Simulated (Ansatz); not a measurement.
**GeH₄ (singlet): PBE0, B3LYP over a scan of the distance Ge1–H2, 6-31G**

Aim: run GeH₄ (singlet) with these functionals over a scan of the distance Ge1–H2, and hold them against the top wave-function level at the same points.

Computed with Ansatz 0.2.0, Gaussian basis. Level: 6-31G, all electrons in the functionals.

To be run: PBE0, B3LYP, at 1.200 Å; 1.414 Å; 1.534 Å; 1.701 Å; 1.889 Å; 2.149 Å; 2.471 Å; 2.786 Å; 3.293 Å; 4.197 Å; 5.123 Å.

### 1 What is computed

The geometry derives from a PBE0/def2-TZVP stationary point (not a proven minimum). One bond is set to the value named and the two fragments are kept rigid. No spin-orbit coupling is included. The filled d shell of Ge may be among the frozen orbitals whatever the setting's name suggests; the logs give the count.

5 atoms, charge 0, spin multiplicity 1.

Atoms are counted from 1 here; the program's logs count them from 0.

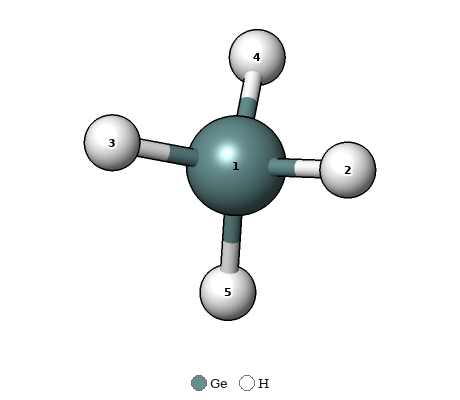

The geometry (germanium teal, hydrogen white); atoms are numbered from 1 in the order of the file.

No dispersion term is added. B3LYP takes the VWN-RPA correlation.

The geometry shown and the zero of energy belong to the point 1.534 Å. The yardstick, FCI, and other wave-function levels (R restricted, U unrestricted, valence and pair active spaces) come from earlier runs.

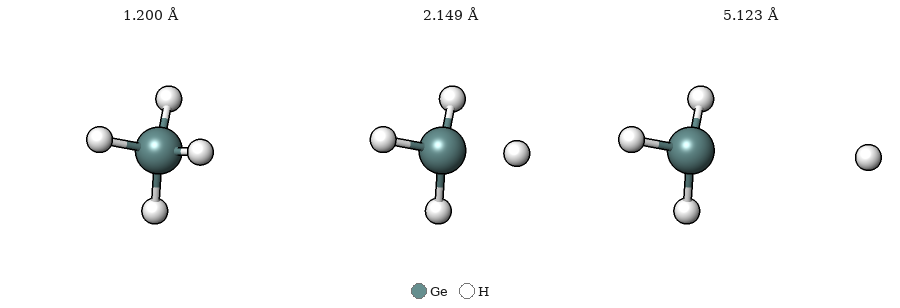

Three points of the scan; sticks are drawn by distance.

### 2 PBE0, 1.200 Å

in.yaml

```yaml
crystal:
  periodic: [false, false, false]
  atoms:
    - {symbol: Ge, position_ang: [0.002533, 0.002542, 0.002538]}
    - {symbol: H, position_ang: [0.694154, 0.696411, 0.695508]}
    - {symbol: H, position_ang: [-0.885353, -0.881480, 0.888198]}
    - {symbol: H, position_ang: [-0.881291, 0.887055, -0.886686]}
    - {symbol: H, position_ang: [0.889921, -0.885149, -0.879946]}
basis:
  gaussian: {orbitals: 6-31G}
hamiltonian: {xc: {name: PBE0}}
output: {orbitals: {seedname: orbitals}}
```

Launch:

```bash
$ ansatz run in.yaml --threads 1 --pin off --events-out ev --progress --plain --max-ram 4096MiB --backend cpu
```

What it wrote:

```text
Functional definition: PBE0
  name "PBE0"
  cite "Adamo & Barone, J. Chem. Phys. 110, 6158 (1999) doi:10.1063/1.478522"
  cite "Perdew, Burke & Ernzerhof, Phys. Rev. Lett. 77, 3865 (1996) doi:10.1103/PhysRevLett.77.3865"
  parent pbe
  parameter a = 0.25
  parameter kappa = 0.804
  parameter beta = 0.06672455060314922
  exchange = (1 - a)*pbe_x(kappa = kappa, mu = beta*pi^2/3) + a*exact_x
  correlation = pbe_c(beta = beta)
378 factors; integrals over basis functions are off by at most 7.7e-4 eV
mean field evaluation 1: about -56564.0051 eV, gradient 1.1e1 eV
mean field evaluation 2: about -56564.1403 eV, gradient 7.1e0 eV
mean field evaluation 4: about -56564.1739 eV, gradient 1.4e-1 eV
mean field evaluation 8: about -56564.1917 eV, gradient 5.7e-4 eV
mean field -56564.19172294 eV, -2078.6957052317 hartree, gradient 1.9e-5 eV, S^2 0.000000; 0 other end points of the search recorded, 0 dependent functions left out
reference -56564.19174720 eV, -2078.6957061234 hartree; 18, 18 occupied and 19, 19 virtual orbitals, 378 factors
Total energy: -56564.19174720 eV, -2078.6957061234 hartree
```

Run time: 0.7 s. Hardware: 1 thread of AMD EPYC 7R13, shared host.

### 3 PBE0, 1.414 Å

in.yaml

```yaml
crystal:
  periodic: [false, false, false]
  atoms:
    - {symbol: Ge, position_ang: [0.000912, 0.000915, 0.000914]}
    - {symbol: H, position_ang: [0.815870, 0.818524, 0.817464]}
    - {symbol: H, position_ang: [-0.886975, -0.883107, 0.886572]}
    - {symbol: H, position_ang: [-0.882912, 0.885428, -0.888311]}
    - {symbol: H, position_ang: [0.888301, -0.886775, -0.881570]}
basis:
  gaussian: {orbitals: 6-31G}
hamiltonian: {xc: {name: PBE0}}
output: {forces: true, orbitals: {seedname: orbitals}}
```

Same command.

What it wrote, cut to the lines that bear on the results:

```text
Functional definition: PBE0
  name "PBE0"
  cite "Adamo & Barone, J. Chem. Phys. 110, 6158 (1999) doi:10.1063/1.478522"
  cite "Perdew, Burke & Ernzerhof, Phys. Rev. Lett. 77, 3865 (1996) doi:10.1103/PhysRevLett.77.3865"
  parent pbe
[...]
378 factors; integrals over basis functions are off by at most 6.2e-4 eV
[...]
mean field -56565.62746982 eV, -2078.7484679566 hartree, gradient 5.3e-5 eV, S^2 0.000000; 0 other end points of the search recorded, 0 dependent functions left out
[...]
reference -56565.62749418 eV, -2078.7484688517 hartree; 18, 18 occupied and 19, 19 virtual orbitals, 378 factors
Total energy: -56565.62749418 eV, -2078.7484688517 hartree
Atom 0 at     0.000912     0.000915     0.000914 Å, force    -1.415477    -1.420060    -1.418242 eV/Å
Atom 1 at     0.815870     0.818524     0.817464 Å, force     1.518895     1.523828     1.521862 eV/Å
Atom 2 at    -0.886975    -0.883107     0.886572 Å, force    -0.046736    -0.046754    -0.010119 eV/Å
Atom 3 at    -0.882912     0.885428    -0.888311 Å, force    -0.046655    -0.010184    -0.046822 eV/Å
Atom 4 at     0.888301    -0.886775    -0.881570 Å, force    -0.010028    -0.046830    -0.046679 eV/Å
Dipole moment:     0.025175     0.025256     0.025224 e Å
```

Wall time 0.85 s (1 thread of AMD EPYC 7R13, shared host).

### 4 PBE0, 1.534 Å

in.yaml

```yaml
crystal:
  periodic: [false, false, false]
  atoms:
    - {symbol: Ge, position_ang: [0.000000, 0.000000, 0.000000]}
    - {symbol: H, position_ang: [0.884324, 0.887199, 0.886047]}
    - {symbol: H, position_ang: [-0.887886, -0.884021, 0.885661]}
    - {symbol: H, position_ang: [-0.883825, 0.884513, -0.889224]}
    - {symbol: H, position_ang: [0.887387, -0.887691, -0.882484]}
basis:
  gaussian: {orbitals: 6-31G}
hamiltonian: {xc: {name: PBE0}}
output: {orbitals: {seedname: orbitals}}
```

The command is unchanged.

What it wrote:

```text
Functional definition: PBE0
  name "PBE0"
  cite "Adamo & Barone, J. Chem. Phys. 110, 6158 (1999) doi:10.1063/1.478522"
  cite "Perdew, Burke & Ernzerhof, Phys. Rev. Lett. 77, 3865 (1996) doi:10.1103/PhysRevLett.77.3865"
  parent pbe
  parameter a = 0.25
  parameter kappa = 0.804
  parameter beta = 0.06672455060314922
  exchange = (1 - a)*pbe_x(kappa = kappa, mu = beta*pi^2/3) + a*exact_x
  correlation = pbe_c(beta = beta)
378 factors; integrals over basis functions are off by at most 4.6e-4 eV
mean field evaluation 1: about -56565.6469 eV, gradient 9.2e0 eV
mean field evaluation 2: about -56565.7319 eV, gradient 6.6e0 eV
mean field evaluation 4: about -56565.7572 eV, gradient 8.4e-1 eV
mean field evaluation 8: about -56565.7756 eV, gradient 4.0e-4 eV
mean field -56565.77559337 eV, -2078.7539113964 hartree, gradient 5.4e-5 eV, S^2 0.000000; 0 other end points of the search recorded, 0 dependent functions left out
reference -56565.77561764 eV, -2078.7539122884 hartree; 18, 18 occupied and 19, 19 virtual orbitals, 378 factors
Total energy: -56565.77561764 eV, -2078.7539122884 hartree
```

It took 0.7 s on 1 thread of AMD EPYC 7R13, shared host.

### 5 PBE0, 1.701 Å

in.yaml

```yaml
crystal:
  periodic: [false, false, false]
  atoms:
    - {symbol: Ge, position_ang: [-0.001263, -0.001267, -0.001265]}
    - {symbol: H, position_ang: [0.979112, 0.982293, 0.981016]}
    - {symbol: H, position_ang: [-0.889148, -0.885286, 0.884398]}
    - {symbol: H, position_ang: [-0.885089, 0.883246, -0.890489]}
    - {symbol: H, position_ang: [0.886123, -0.888959, -0.883750]}
basis:
  gaussian: {orbitals: 6-31G}
hamiltonian: {xc: {name: PBE0}}
output: {orbitals: {seedname: orbitals}}
```

Same command.

What it wrote:

```text
Functional definition: PBE0
  name "PBE0"
  cite "Adamo & Barone, J. Chem. Phys. 110, 6158 (1999) doi:10.1063/1.478522"
  cite "Perdew, Burke & Ernzerhof, Phys. Rev. Lett. 77, 3865 (1996) doi:10.1103/PhysRevLett.77.3865"
  parent pbe
  parameter a = 0.25
  parameter kappa = 0.804
  parameter beta = 0.06672455060314922
  exchange = (1 - a)*pbe_x(kappa = kappa, mu = beta*pi^2/3) + a*exact_x
  correlation = pbe_c(beta = beta)
378 factors; integrals over basis functions are off by at most 4.6e-4 eV
mean field evaluation 1: about -56565.4823 eV, gradient 8.9e0 eV
mean field evaluation 2: about -56565.5565 eV, gradient 6.6e0 eV
mean field evaluation 4: about -56565.5822 eV, gradient 7.7e-1 eV
mean field evaluation 8: about -56565.6005 eV, gradient 1.1e-3 eV
mean field -56565.60047512 eV, -2078.7474759194 hartree, gradient 8.4e-6 eV, S^2 0.000000; 0 other end points of the search recorded, 0 dependent functions left out
reference -56565.60049961 eV, -2078.7474768195 hartree; 18, 18 occupied and 19, 19 virtual orbitals, 378 factors
Total energy: -56565.60049961 eV, -2078.7474768195 hartree
```

It took 0.69 s on 1 thread of AMD EPYC 7R13, shared host.

From 1.534 Å: +16.9 kJ/mol.

### 6 PBE0, 1.889 Å

in.yaml

```yaml
crystal:
  periodic: [false, false, false]
  atoms:
    - {symbol: Ge, position_ang: [-0.002687, -0.002696, -0.002692]}
    - {symbol: H, position_ang: [1.086041, 1.089570, 1.088155]}
    - {symbol: H, position_ang: [-0.890573, -0.886716, 0.882970]}
    - {symbol: H, position_ang: [-0.886513, 0.881817, -0.891916]}
    - {symbol: H, position_ang: [0.884699, -0.890387, -0.885177]}
basis:
  gaussian: {orbitals: 6-31G}
hamiltonian: {xc: {name: PBE0}}
output: {orbitals: {seedname: orbitals}}
```

The command is unchanged.

What it wrote:

```text
Functional definition: PBE0
  name "PBE0"
  cite "Adamo & Barone, J. Chem. Phys. 110, 6158 (1999) doi:10.1063/1.478522"
  cite "Perdew, Burke & Ernzerhof, Phys. Rev. Lett. 77, 3865 (1996) doi:10.1103/PhysRevLett.77.3865"
  parent pbe
  parameter a = 0.25
  parameter kappa = 0.804
  parameter beta = 0.06672455060314922
  exchange = (1 - a)*pbe_x(kappa = kappa, mu = beta*pi^2/3) + a*exact_x
  correlation = pbe_c(beta = beta)
378 factors; integrals over basis functions are off by at most 4.7e-4 eV
mean field evaluation 1: about -56565.0248 eV, gradient 8.8e0 eV
mean field evaluation 2: about -56565.0914 eV, gradient 6.7e0 eV
mean field evaluation 4: about -56565.1191 eV, gradient 7.1e-1 eV
mean field evaluation 8: about -56565.1366 eV, gradient 1.8e-3 eV
mean field -56565.13658836 eV, -2078.7304283954 hartree, gradient 1.1e-5 eV, S^2 0.000000; 0 other end points of the search recorded, 0 dependent functions left out
reference -56565.13661314 eV, -2078.7304293061 hartree; 18, 18 occupied and 19, 19 virtual orbitals, 378 factors
Total energy: -56565.13661314 eV, -2078.7304293061 hartree
```

Run time: 0.67 s. Hardware: 1 thread of AMD EPYC 7R13, shared host.

From 1.534 Å: +61.7 kJ/mol.

### 7 PBE0, 2.149 Å

in.yaml

```yaml
crystal:
  periodic: [false, false, false]
  atoms:
    - {symbol: Ge, position_ang: [-0.004657, -0.004672, -0.004666]}
    - {symbol: H, position_ang: [1.233922, 1.237932, 1.236325]}
    - {symbol: H, position_ang: [-0.892543, -0.888693, 0.880995]}
    - {symbol: H, position_ang: [-0.888482, 0.879841, -0.893890]}
    - {symbol: H, position_ang: [0.882729, -0.892364, -0.887150]}
basis:
  gaussian: {orbitals: 6-31G}
hamiltonian: {xc: {name: PBE0}}
output: {orbitals: {seedname: orbitals}}
```

The command is unchanged.

What it wrote:

```text
Functional definition: PBE0
  name "PBE0"
  cite "Adamo & Barone, J. Chem. Phys. 110, 6158 (1999) doi:10.1063/1.478522"
  cite "Perdew, Burke & Ernzerhof, Phys. Rev. Lett. 77, 3865 (1996) doi:10.1103/PhysRevLett.77.3865"
  parent pbe
  parameter a = 0.25
  parameter kappa = 0.804
  parameter beta = 0.06672455060314922
  exchange = (1 - a)*pbe_x(kappa = kappa, mu = beta*pi^2/3) + a*exact_x
  correlation = pbe_c(beta = beta)
378 factors; integrals over basis functions are off by at most 4.7e-4 eV
mean field evaluation 1: about -56564.2261 eV, gradient 8.8e0 eV
mean field evaluation 2: about -56564.2862 eV, gradient 6.9e0 eV
mean field evaluation 4: about -56564.3173 eV, gradient 6.5e-1 eV
mean field evaluation 8: about -56564.3344 eV, gradient 3.6e-3 eV
mean field -56564.33440863 eV, -2078.7009488342 hartree, gradient 6.0e-5 eV, S^2 0.000000; 0 other end points of the search recorded, 0 dependent functions left out
reference -56564.33443392 eV, -2078.7009497637 hartree; 18, 18 occupied and 19, 19 virtual orbitals, 378 factors
Total energy: -56564.33443392 eV, -2078.7009497637 hartree
```

Wall time 0.69 s (1 thread of AMD EPYC 7R13, shared host).

From 1.534 Å: +139.1 kJ/mol.

Orbitals, density, ELF and potential are computed afterwards from the orbital file.

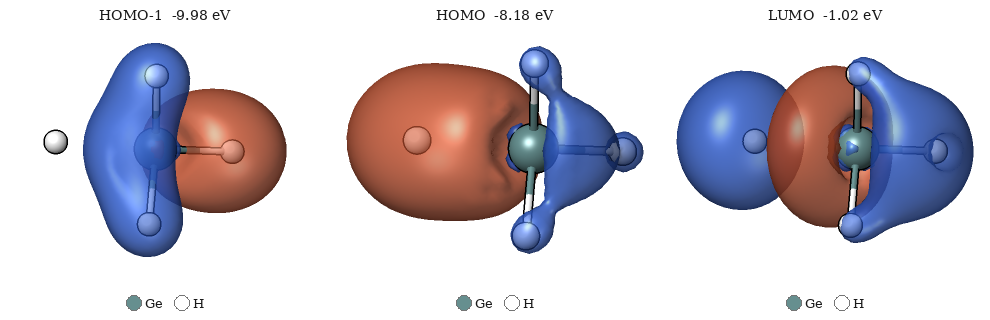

PBE0/6-31G orbitals near the gap, drawn at the value that encloses 70 % of each; the two colours are the two signs.

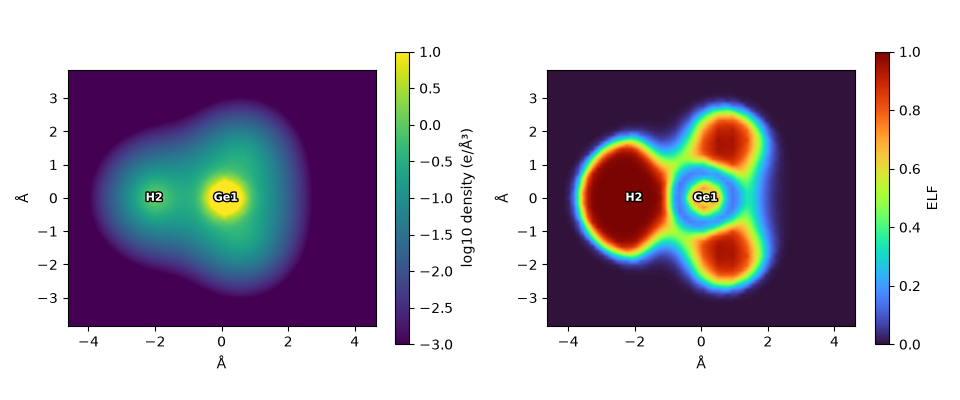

Density (left) and ELF (right) in a plane through or near 2 of the atoms.

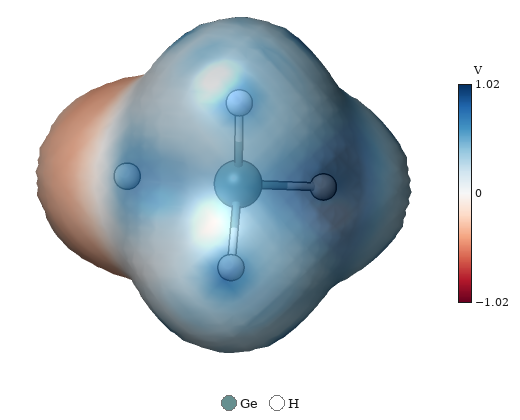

The potential that a unit positive charge feels on the 0.002 e/bohr³ surface, from -0.41 to 1.02 V.

### 8 PBE0, 2.471 Å

in.yaml

```yaml
crystal:
  periodic: [false, false, false]
  atoms:
    - {symbol: Ge, position_ang: [-0.007097, -0.007120, -0.007111]}
    - {symbol: H, position_ang: [1.417067, 1.421673, 1.419827]}
    - {symbol: H, position_ang: [-0.894983, -0.891140, 0.878551]}
    - {symbol: H, position_ang: [-0.890922, 0.877393, -0.896335]}
    - {symbol: H, position_ang: [0.880290, -0.894811, -0.889595]}
basis:
  gaussian: {orbitals: 6-31G}
magnetization: {spin_polarized: true, initial_magnetization: 0}
hamiltonian: {xc: {name: PBE0}}
output: {forces: true, orbitals: {seedname: orbitals}}
```

Launched as before.

What it wrote, cut to the lines that bear on the results:

```text
Functional definition: PBE0
  name "PBE0"
  cite "Adamo & Barone, J. Chem. Phys. 110, 6158 (1999) doi:10.1063/1.478522"
  cite "Perdew, Burke & Ernzerhof, Phys. Rev. Lett. 77, 3865 (1996) doi:10.1103/PhysRevLett.77.3865"
  parent pbe
[...]
379 factors; integrals over basis functions are off by at most 4.7e-4 eV
[...]
mean field -56563.34909463 eV, -2078.6647392127 hartree, gradient 1.7e-5 eV, S^2 0.000000; 1 other end points of the search recorded, 0 dependent functions left out
[...]
reference -56563.34912067 eV, -2078.6647401697 hartree; 18, 18 occupied and 19, 19 virtual orbitals, 379 factors
Total energy: -56563.34912067 eV, -2078.6647401697 hartree
Atom 0 at    -0.007097    -0.007120    -0.007111 Å, force     1.306721     1.310948     1.309246 eV/Å
Atom 1 at     1.417067     1.421673     1.419827 Å, force    -1.662273    -1.667669    -1.665504 eV/Å
Atom 2 at    -0.894983    -0.891140     0.878551 Å, force     0.057088     0.057979     0.241073 eV/Å
Atom 3 at    -0.890922     0.877393    -0.896335 Å, force     0.057508     0.241148     0.057246 eV/Å
Atom 4 at     0.880290    -0.894811    -0.889595 Å, force     0.240956     0.057593     0.057939 eV/Å
Dipole moment:    -0.181450    -0.182040    -0.181804 e Å
```

Wall time 1.6 s (1 thread of AMD EPYC 7R13, shared host).

From the report: ⟨S²⟩ of the determinant 0.000 (pure singlet: 0.00).

From 1.534 Å: +234.1 kJ/mol.

### 9 PBE0, 2.786 Å

in.yaml

```yaml
crystal:
  periodic: [false, false, false]
  atoms:
    - {symbol: Ge, position_ang: [-0.009484, -0.009514, -0.009502]}
    - {symbol: H, position_ang: [1.596230, 1.601419, 1.599340]}
    - {symbol: H, position_ang: [-0.897369, -0.893535, 0.876159]}
    - {symbol: H, position_ang: [-0.893309, 0.874999, -0.898726]}
    - {symbol: H, position_ang: [0.877903, -0.897206, -0.891986]}
basis:
  gaussian: {orbitals: 6-31G}
magnetization: {spin_polarized: true, initial_magnetization: 0}
hamiltonian: {xc: {name: PBE0}}
output: {forces: true, orbitals: {seedname: orbitals}}
```

The command is unchanged.

What it wrote, cut to the lines that bear on the results:

```text
Functional definition: PBE0
  name "PBE0"
  cite "Adamo & Barone, J. Chem. Phys. 110, 6158 (1999) doi:10.1063/1.478522"
  cite "Perdew, Burke & Ernzerhof, Phys. Rev. Lett. 77, 3865 (1996) doi:10.1103/PhysRevLett.77.3865"
  parent pbe
[...]
379 factors; integrals over basis functions are off by at most 4.7e-4 eV
[...]
mean field -56562.64008489 eV, -2078.6386835852 hartree, gradient 8.5e-6 eV, S^2 0.475378; 4 other end points of the search recorded, 0 dependent functions left out
[...]
reference -56562.64011351 eV, -2078.6386846371 hartree; 18, 18 occupied and 19, 19 virtual orbitals, 379 factors
Total energy: -56562.64011351 eV, -2078.6386846371 hartree
Atom 0 at    -0.009484    -0.009514    -0.009502 Å, force     0.585502     0.587367     0.586605 eV/Å
Atom 1 at     1.596230     1.601419     1.599340 Å, force    -0.863732    -0.866534    -0.865409 eV/Å
Atom 2 at    -0.897369    -0.893535     0.876159 Å, force     0.019387     0.020295     0.239003 eV/Å
Atom 3 at    -0.893309     0.874999    -0.898726 Å, force     0.019890     0.239030     0.019483 eV/Å
Atom 4 at     0.877903    -0.897206    -0.891986 Å, force     0.238953     0.019842     0.020318 eV/Å
Dipole moment:    -0.125728    -0.126137    -0.125973 e Å
```

Run time: 2.6 s. Hardware: 1 thread of AMD EPYC 7R13, shared host.

From the report: ⟨S²⟩ of the determinant 0.475 (pure singlet: 0.00).

From 1.534 Å: +302.5 kJ/mol.

### 10 PBE0, 3.293 Å

in.yaml

```yaml
crystal:
  periodic: [false, false, false]
  atoms:
    - {symbol: Ge, position_ang: [-0.013325, -0.013368, -0.013351]}
    - {symbol: H, position_ang: [1.884599, 1.890725, 1.888270]}
    - {symbol: H, position_ang: [-0.901211, -0.897389, 0.872310]}
    - {symbol: H, position_ang: [-0.897150, 0.871145, -0.902575]}
    - {symbol: H, position_ang: [0.874062, -0.901059, -0.895835]}
basis:
  gaussian: {orbitals: 6-31G}
magnetization: {spin_polarized: true, initial_magnetization: 0}
hamiltonian: {xc: {name: PBE0}}
output: {orbitals: {seedname: orbitals}}
```

Same command.

What it wrote, cut to the lines that bear on the results:

```text
Functional definition: PBE0
  name "PBE0"
  cite "Adamo & Barone, J. Chem. Phys. 110, 6158 (1999) doi:10.1063/1.478522"
  cite "Perdew, Burke & Ernzerhof, Phys. Rev. Lett. 77, 3865 (1996) doi:10.1103/PhysRevLett.77.3865"
  parent pbe
[...]
381 factors; integrals over basis functions are off by at most 4.7e-4 eV
[...]
mean field -56562.21971188 eV, -2078.6232351620 hartree, gradient 4.1e-6 eV, S^2 0.876031; 3 other end points of the search recorded, 0 dependent functions left out
reference -56562.21974308 eV, -2078.6232363086 hartree; 18, 18 occupied and 19, 19 virtual orbitals, 381 factors
Total energy: -56562.21974308 eV, -2078.6232363086 hartree
```

Wall time 2.2 s (1 thread of AMD EPYC 7R13, shared host).

From the report: ⟨S²⟩ of the determinant 0.876 (pure singlet: 0.00). The determinant is far from a pure spin state, so its energy mixes those of several spin states (harmless only where they are near-degenerate, as at dissociation).

From 1.534 Å: +343.1 kJ/mol.

### 11 PBE0, 4.197 Å

in.yaml

```yaml
crystal:
  periodic: [false, false, false]
  atoms:
    - {symbol: Ge, position_ang: [-0.020174, -0.020240, -0.020214]}
    - {symbol: H, position_ang: [2.398771, 2.406568, 2.403444]}
    - {symbol: H, position_ang: [-0.908060, -0.904261, 0.865447]}
    - {symbol: H, position_ang: [-0.904000, 0.864273, -0.909438]}
    - {symbol: H, position_ang: [0.867212, -0.907931, -0.902698]}
basis:
  gaussian: {orbitals: 6-31G}
magnetization: {spin_polarized: true, initial_magnetization: 0}
hamiltonian: {xc: {name: PBE0}}
output: {forces: true, orbitals: {seedname: orbitals}}
```

Launched as before.

What it wrote, cut to the lines that bear on the results:

```text
Functional definition: PBE0
  name "PBE0"
  cite "Adamo & Barone, J. Chem. Phys. 110, 6158 (1999) doi:10.1063/1.478522"
  cite "Perdew, Burke & Ernzerhof, Phys. Rev. Lett. 77, 3865 (1996) doi:10.1103/PhysRevLett.77.3865"
  parent pbe
[...]
379 factors; integrals over basis functions are off by at most 4.7e-4 eV
[...]
mean field -56562.08853875 eV, -2078.6184146385 hartree, gradient 9.5e-6 eV, S^2 0.992351; 3 other end points of the search recorded, 0 dependent functions left out
[...]
reference -56562.08857173 eV, -2078.6184158503 hartree; 18, 18 occupied and 19, 19 virtual orbitals, 379 factors
Total energy: -56562.08857173 eV, -2078.6184158503 hartree
Atom 0 at    -0.020174    -0.020240    -0.020214 Å, force    -0.063414    -0.063622    -0.063539 eV/Å
Atom 1 at     2.398771     2.406568     2.403444 Å, force    -0.021250    -0.021315    -0.021287 eV/Å
Atom 2 at    -0.908060    -0.904261     0.865447 Å, force    -0.056579    -0.055791     0.197128 eV/Å
Atom 3 at    -0.904000     0.864273    -0.909438 Å, force    -0.055998     0.197056    -0.056626 eV/Å
Atom 4 at     0.867212    -0.907931    -0.902698 Å, force     0.197240    -0.056328    -0.055675 eV/Å
Dipole moment:     0.005459     0.005476     0.005469 e Å
```

Run time: 2.6 s. Hardware: 1 thread of AMD EPYC 7R13, shared host.

From the report: ⟨S²⟩ of the determinant 0.992 (pure singlet: 0.00). The determinant is far from a pure spin state, so its energy mixes those of several spin states (harmless only where they are near-degenerate, as at dissociation).

From 1.534 Å: +355.7 kJ/mol.

### 12 PBE0, 5.123 Å

in.yaml

```yaml
crystal:
  periodic: [false, false, false]
  atoms:
    - {symbol: Ge, position_ang: [-0.027191, -0.027279, -0.027243]}
    - {symbol: H, position_ang: [2.925455, 2.934965, 2.931155]}
    - {symbol: H, position_ang: [-0.915076, -0.911300, 0.858418]}
    - {symbol: H, position_ang: [-0.911016, 0.857234, -0.916467]}
    - {symbol: H, position_ang: [0.860196, -0.914970, -0.909728]}
basis:
  gaussian: {orbitals: 6-31G}
magnetization: {spin_polarized: true, initial_magnetization: 0}
hamiltonian: {xc: {name: PBE0}}
output: {orbitals: {seedname: orbitals}}
```

The command is unchanged.

What it wrote, cut to the lines that bear on the results:

```text
Functional definition: PBE0
  name "PBE0"
  cite "Adamo & Barone, J. Chem. Phys. 110, 6158 (1999) doi:10.1063/1.478522"
  cite "Perdew, Burke & Ernzerhof, Phys. Rev. Lett. 77, 3865 (1996) doi:10.1103/PhysRevLett.77.3865"
  parent pbe
[...]
379 factors; integrals over basis functions are off by at most 4.7e-4 eV
[...]
mean field -56562.07398653 eV, -2078.6178798543 hartree, gradient 3.0e-5 eV, S^2 1.000589; 3 other end points of the search recorded, 0 dependent functions left out
reference -56562.07402262 eV, -2078.6178811805 hartree; 18, 18 occupied and 19, 19 virtual orbitals, 379 factors
Total energy: -56562.07402262 eV, -2078.6178811805 hartree
```

Wall time 2.5 s (1 thread of AMD EPYC 7R13, shared host).

From the report: ⟨S²⟩ of the determinant 1.001 (pure singlet: 0.00). The determinant is far from a pure spin state, so its energy mixes those of several spin states (harmless only where they are near-degenerate, as at dissociation).

From 1.534 Å: +357.1 kJ/mol.

[end of part 1 of 2]
